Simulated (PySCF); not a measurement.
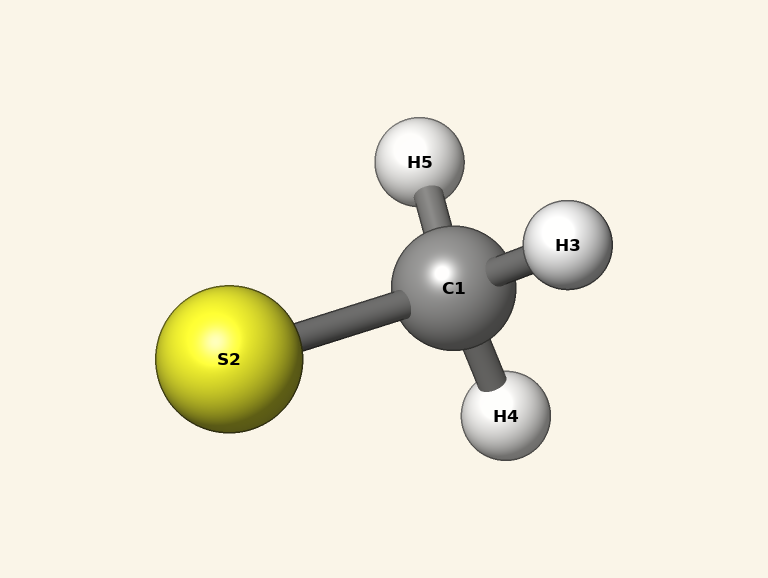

Charge 0, doublet. The geometry was computed by an optimisation with GFN2-xTB. No frequency run is at hand to confirm it as a minimum. Computed with UKS B3LYP, pcH-1 on C H S, non-relativistic (PySCF 2.14.0). The run warned: orbitally degenerate or nearly so: second-order g, spin-orbit hyperfine and D do not apply. Fermi-contact and spin-dipolar terms alone, no spin-orbit part.

Which nucleus has the largest dipolar (anisotropic) hyperfine coupling?

Answer. 33S at S2: principal values −89.3, −88.4, 177.7 MHz.

List the isotropic and dipolar parts for the most strongly coupled nuclei, one of each equivalent set.

| atom | isotope | a_iso (MHz) | dipolar part (MHz) |
| --- | --- | --- | --- |
| S2 | 33S | 16.3 | −89.3, −88.4, 177.7 |
| H3 | 1H | 110.2 | −5.8, −2.1, 7.9 |
| C1 | 13C | −16.7 | −3.4, −1.5, 4.9 |
